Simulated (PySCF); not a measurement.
Consider C6H14FNSi (SMILES C=CC[C@H](F)[SiH2]N(C)C).

Input

```
{"job": {"kind": "nmr", "xc": "PBE0", "basis": "pcSseg-1"}, "charge": 0, "multiplicity": 1}
C      4.142729    -0.586333     0.572493
C      3.077833    -1.149180     0.034528
C      2.000905    -0.403456    -0.688062
C      0.656303    -0.532256     0.021815
F      0.268405    -1.873134    -0.008076
Si    -0.707280     0.530940    -0.806489
N     -2.008713     0.675121     0.299664
C     -2.498970    -0.427935     1.096526
C     -3.025740     1.673683     0.078885
H      4.888110    -1.158497     1.098144
H      4.318133     0.474979     0.500770
H      2.913987    -2.214954     0.121436
H      1.892024    -0.802305    -1.699703
H      2.249589     0.655546    -0.757563
H      0.781774    -0.298909     1.085466
H     -0.194536     1.891010    -0.995798
H     -0.987327    -0.099155    -2.109194
H     -2.806270    -0.062390     2.080623
H     -1.722759    -1.174714     1.226492
H     -3.364502    -0.907394     0.625827
H     -3.864906     1.274715    -0.502050
H     -2.601506     2.514254    -0.462233
H     -3.412035     2.027350     1.038039
```

Command:

```sh
OMP_NUM_THREADS=1 python probes_run.py task.json out
```

Geometry: GFN2-xTB.

Theory: PBE0/pcSseg-1, SCF density, gas phase, non-relativistic (PySCF 2.14.0).

> What can the converged electron density and electron localisation function tell about the bonding?

C–N (1.44 Å): ρ at the midpoint is about 1.9 e/Å³; the ELF peaks at about 0.90 between the atoms (a covalent bond).
C–H (1.08 Å): ρ is about 2 e/Å³ halfway; the ELF climbs to about 1 towards the hydrogen, as it does in any bond to H: an ordinary covalent bond to hydrogen.

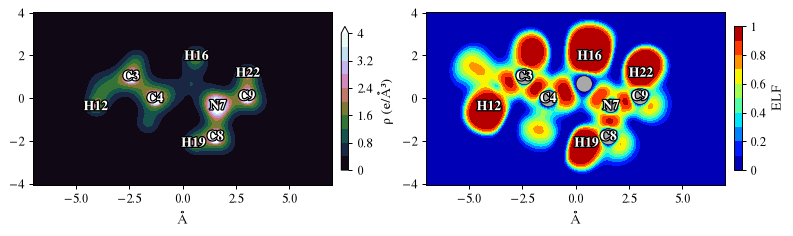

Computed electron density and electron localisation function on the plane of atoms N7, C8 and H19, in this order. Grey discs cover the atomic cores in the ELF map. 
